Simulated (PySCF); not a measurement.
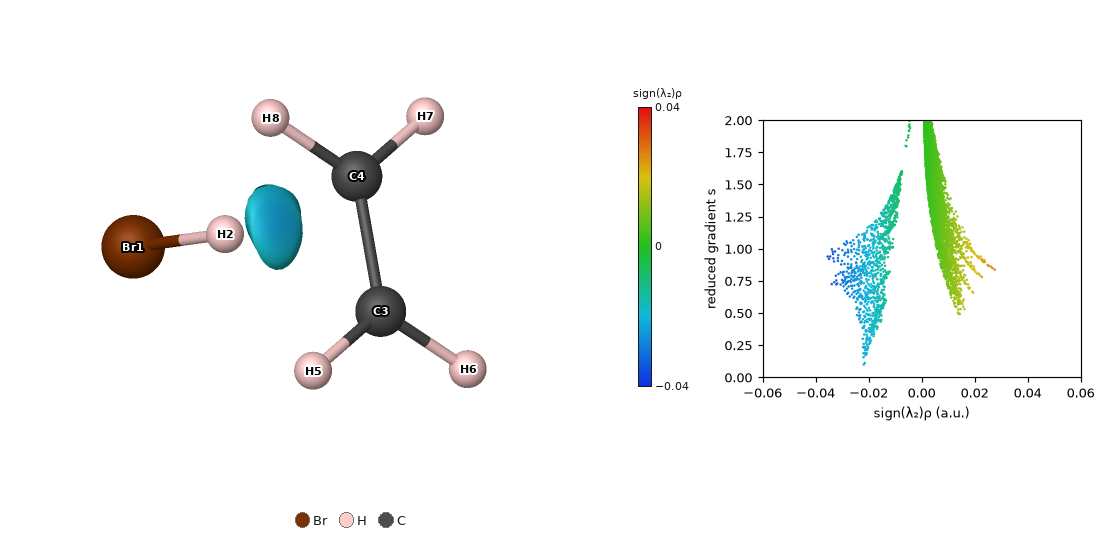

*C2H5Br, SMILES `Br.C=C`. Non-covalent interaction surfaces between the fragments (reduced density gradient s = 0.4, coloured by sign(λ₂)ρ in a.u.; trimmed to the region between the fragments where ρ is under 0.06 a.u.). Fragment A: HBr (atoms 1–2); fragment B: H4C2. The plot gives s against sign(λ₂)ρ for grid points between the fragments.*

Level of theory: r2SCAN/aug-cc-pVDZ (PySCF), at a geometry from GFN2-xTB. GFN2-xTB bond lengths at metals and heavier atoms can be off by up to 0.1 Å and shapes distorted, which carries into these values.

Coordinates in Å:

```
Br1     -1.1505    0.0254   -0.0001
H2       0.2612   -0.1118    0.0081
C3       2.6836    0.5859    0.0011
C4       2.3116   -0.6812    0.0007
H5       2.8399    1.1348   -0.9181
H6       2.8428    1.1335    0.9108
H7       2.1771   -1.2372    0.9109
H8       2.1743   -1.2359   -0.9196
```

Q: Which interactions hold the two fragments together?

A: Bond critical points between the fragments: H2···C4, Br–H···C contact, 2.13 Å, ρ = 0.022 a.u. It appears blue-green. The pose is a local one from a semi-empirical search, not shown to be the most stable.

Q: How strongly are they bound?

A: The counterpoise-corrected interaction energy of the frozen fragments is −2.3 kcal/mol without dispersion correction and −2.8 kcal/mol with D3(BJ). The pair geometry is semi-empirical, not a minimum at this level.
